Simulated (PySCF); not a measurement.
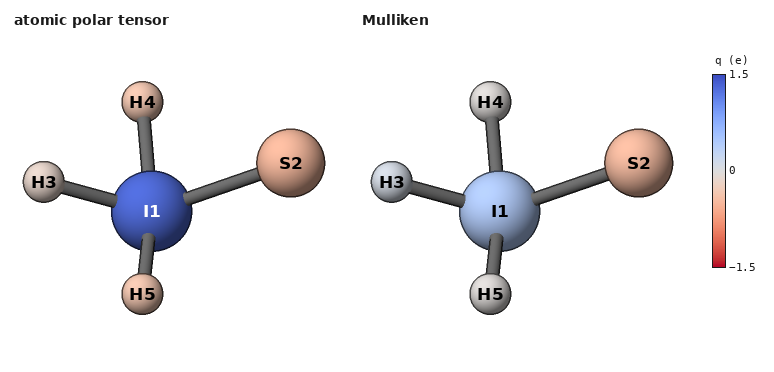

Atomic charges of one calculation by 2 schemes, on one colour scale. Computed geometry: PBE0/def2-TZVP with core potentials optimisation. Method: PBE0/def2-TZVP, core potentials on I (PySCF 2.14.0).

> Which scheme gives the most polar picture (largest mean size of the charges)?

The atomic polar tensor charges are the largest in size here.

> On which atom do the schemes disagree most?

On I1 (from 0.42 to 1.27 e).

List the charges (e), one line for each set of equivalent atoms.

```csv
atom,atomic polar tensor,Mulliken
I1,1.27,0.42
S2,−0.47,−0.45
H3,−0.13,0.09
"H4, H5",−0.33,−0.03
```
